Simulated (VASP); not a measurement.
Band structure of ZrS (relaxed from the zinc blende structure, space group F-43m). Level of theory: PBEsol GGA, VASP's PBE PAW potentials (set 64) (plane waves; VASP).

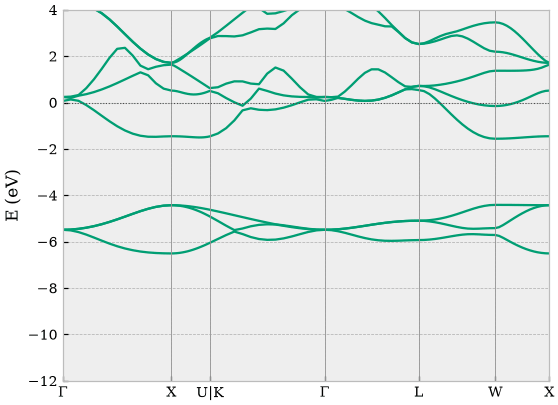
Bands along high-symmetry lines, zero at the valence-band maximum or, without a gap, the Fermi level

Question: Read the plot: is there a gap, and where are the band edges?

Answer: It has no gap at this level: it comes out as a metal or semimetal. (Edges off the drawn lines would not show.)

The structure was generated: ZrS was put into the zinc blende type (F-43m), which need not be its known phase. It was relaxed first, which changed the volume by -32 %.
